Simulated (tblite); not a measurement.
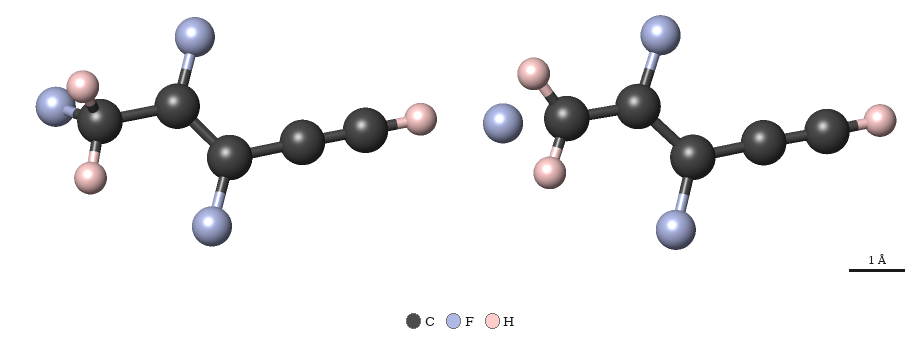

Two geometries of C5H3F3 (charge −1, multiplicity 2), drawn at one scale. One is the start of a relaxation, the other its converged end. A ball-and-stick model, seen at a tilt.

These are results of GFN2-xTB geometry optimisation, gas phase (tblite), not measurements. 

> Which one is relaxed?

The right one is the relaxed one. An F atom moves most after the best rigid fit: 0.54 Å. By element the largest moves are F 0.54 Å, H 0.41 Å, C 0.26 Å. Some distances before and after: C–F 1.355 → 2.032 Å, C–C 1.488 → 1.370 Å, C–C 1.349 → 1.395 Å, C–F 1.346 → 1.384 Å. Bonds break, among them: C–F (1.35 → 2.03 Å). Bond angles that change, for instance: H–C–H 107.4° → 118.6°, C–C–H 109.8° → 119.5°, C–C–H 113.2° → 118.9°. The energy falls by 21.9 kcal/mol in 63 geometry steps. Cost: 0.48 s on 1 thread of Intel(R) Xeon(R) Platinum 8259CL CPU @ 2.50GHz, with other jobs on the host.
